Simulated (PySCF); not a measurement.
# [NH4]+ (ammonium): levels of theory compared

Wanted: a comparison of 6 runs (B2PLYP/STO-3G, PBE0/STO-3G, UPBE0/STO-3G, r2SCAN/STO-3G, wB97X-V/STO-3G, MP2/STO-3G) of [NH4]+ (ammonium). Input form: a Python script.

Program for the calculation: PySCF 2.14.0.

15 further runs of the same task are left out: 2 that didn't finish, 13 set aside as unsound or not needed.

## Step 1: Starting point

[NH4]+: 5 atoms, total charge +1, spin state singlet. SMILES: `[NH4+]`. The N1–H5 distance was set to 1.842 Å, away from the relaxed value. At this shape a bond of the SMILES string is far longer than usual.

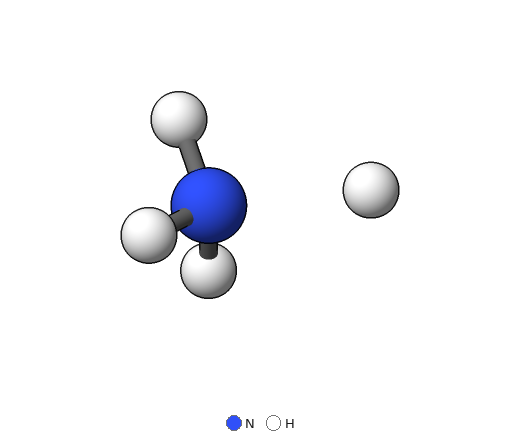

Viewed from a chosen angle; nitrogen blue, hydrogen white.

## Step 2: A single-point energy at B2PLYP/STO-3G (run 1)

The input, run.py:

```python
from pyscf import gto, dft, mp

mol = gto.M(
    atom='''
N     -0.748513    -1.307806     0.351597
H      0.108138    -2.154157     1.865286
H     -2.586158    -0.899304     0.796079
H     -0.703292    -2.504891    -1.167082
H      0.935717     1.634859    -0.439513
''',
    max_memory=1860,
    verbose=3,
    basis='sto-3g',
    unit='bohr',
    spin=0,
    charge=1,
)

mf = dft.RKS(mol)
mf.xc = '0.53*HF + 0.47*B88, 0.73*LYP'
mf.grids.level = 5
mf.conv_tol = 1e-10
mf.kernel()
if not mf.converged:
    mf = mf.newton().run(mf.mo_coeff, mf.mo_occ)

pt = mp.MP2(mf, frozen=1).run()
e_tot = mf.e_tot + 0.27 * pt.e_corr
print('PT2 part  %.8f' % (0.27 * pt.e_corr))
print('Final energy', e_tot)
```

On the command line:

```console
$ OMP_NUM_THREADS=1 python run.py
```

Standard output:

```text
converged SCF energy = -55.9125159831937
E(RMP2) = -56.03416108737  E_corr = -0.121645104176355
E(SCS-RMP2) = -56.0489115536184  E_corr = -0.136395570424738
PT2 part  -0.03284418
Final energy -55.94536016132129
```

It took 1.3 s on 1 thread of Arm Neoverse V2, shared host; peak memory 0.16 GiB.

## Step 3: A single-point energy at PBE0/STO-3G (run 2)

The input, run.py:

```python
from pyscf import gto, dft

molecule = gto.Mole()
molecule.atom = '''
N     -0.748513    -1.307806     0.351597
H      0.108138    -2.154157     1.865286
H     -2.586158    -0.899304     0.796079
H     -0.703292    -2.504891    -1.167082
H      0.935717     1.634859    -0.439513
'''
molecule.unit = 'bohr'
molecule.max_memory = 1860
molecule.spin = 0
molecule.verbose = 3
molecule.basis = 'sto-3g'
molecule.charge = 1
molecule.build()

calc0 = dft.RKS(molecule, xc='pbe0')
calc0.grids.level = 5
calc0.conv_tol = 1e-10
calc0.kernel()
if not calc0.converged:
    calc0 = calc0.newton().run(calc0.mo_coeff, calc0.mo_occ)

e_tot = calc0.e_tot
print('Final energy', e_tot)
```

On the command line:

```console
$ OMP_NUM_THREADS=1 python run.py
```

Standard output:

```text
converged SCF energy = -55.9804480037038
Final energy -55.9804480037038
```

Wall time 1.2 s (1 thread of Arm Neoverse V2, shared host); peak memory 0.15 GiB.

Runs 3 to 4 aren't shown in full; the table further down has their settings and results.

## Step 4: The energy at wB97X-V/STO-3G (run 5)

The input, run.py:

```python
from pyscf import gto, dft

mol = gto.M(
    atom='''
N     -0.396096    -0.692061     0.186057
H      0.057224    -1.139931     0.987067
H     -1.368536    -0.475891     0.421267
H     -0.372166    -1.325531    -0.617593
H      0.495160     0.865130    -0.232580
''',
    charge=1,
    basis='sto-3g',
    max_memory=1860,
    verbose=4,
)

mf = dft.RKS(mol)
mf.xc = 'wb97x-v'
mf.conv_tol = 1e-10
mf.grids.level = 5
mf.nlcgrids.level = 1
mf.kernel()
if not mf.converged:
    mf = mf.newton().run(mf.mo_coeff, mf.mo_occ)

energy = mf.e_tot
print(f'total energy: {energy:.8f} hartree')
```

On the command line:

```console
$ OMP_NUM_THREADS=1 python run.py
```

Standard output:

```text
PySCF version 2.14.0

[... 78 lines left out ...]
converged SCF energy = -56.0244730275525
total energy: -56.02447303 hartree
```

Wall time 7.2 s (1 thread of Arm Neoverse V2, shared host); peak memory 0.15 GiB.

## Step 5: A single-point energy at MP2/STO-3G (run 6)

The input, run.py:

```python
from pyscf import gto, mp

system = gto.M(
    atom='''
N     -0.748513    -1.307806     0.351597
H      0.108138    -2.154157     1.865286
H     -2.586158    -0.899304     0.796079
H     -0.703292    -2.504891    -1.167082
H      0.935717     1.634859    -0.439513
''',
    basis='sto-3g',
    charge=1,
    unit='bohr',
    max_memory=1860,
    verbose=3,
)

mf = system.RHF()
mf.conv_tol = 1e-10
mf.kernel()
if not mf.converged:
    mf = mf.newton().run(mf.mo_coeff, mf.mo_occ)

pt = mp.MP2(mf, frozen=1).run()
etot = pt.e_tot
print('E = %.10f Eh' % etot)
```

On the command line:

```console
$ OMP_NUM_THREADS=1 python run.py
```

Standard output:

```text
converged SCF energy = -55.6695377676751
E(RMP2) = -55.7583426273739  E_corr = -0.0888048596987643
E(SCS-RMP2) = -55.7687604017253  E_corr = -0.0992226340501595
E = -55.7583426274 Eh
```

Run time: 0.58 s. Hardware: 1 thread of Arm Neoverse V2, shared host; peak memory 0.12 GiB.

## Step 6: Overview of the runs

| run | level | frozen core orbitals | follow instability | energy (Eh) | HOMO energy (eV) | LUMO energy (eV) | HOMO–LUMO gap (eV) | wall time |
| --- | --- | --- | --- | --- | --- | --- | --- | --- |
| 1 | B2PLYP/STO-3G | 1 | – | -55.945360 | -18.38 | -7.84 | 10.54 | 1.3 s |
| 2 | PBE0/STO-3G | – | – | -55.980448 | -17.27 | -9.38 | 7.89 | 1.2 s |
| 3 | UPBE0/STO-3G | – | yes | -55.980493 | -17.20 | -9.66 | 7.55 | 8.1 s |
| 4 | r2SCAN/STO-3G | – | – | -56.016150 | -16.30 | -10.42 | 5.88 | 1.7 s |
| 5 | wB97X-V/STO-3G | – | – | -56.024473 | -19.76 | -6.95 | 12.81 | 7.2 s |
| 6 | MP2/STO-3G | 1 | – | -55.758343 | -20.24 | -5.10 | 15.14 | 0.58 s |

## Step 7: Results

```
                                         quantity         value
                              run 6: total energy  -55.75834 Eh
       run 6: HOMO energy (Hartree–Fock orbitals)     -20.24 eV
       run 6: LUMO energy (Hartree–Fock orbitals)      -5.10 eV
     run 6: HOMO–LUMO gap (Hartree–Fock orbitals)      15.14 eV
run 6: correlation energy (1 core orbital frozen)     -88.8 mEh
```

In words: Over runs 1, 2, 3, 4, 5 the HOMO–LUMO gap runs from 5.88 eV (r2SCAN/STO-3G) to 12.81 eV (wB97X-V/STO-3G). Totals of different functionals can't be ranked against each other. In runs 1, 2, 3, 4, 5, 6 the basis is minimal, so the values are rough. All runs together took 20 s, the longest 8.1 s.
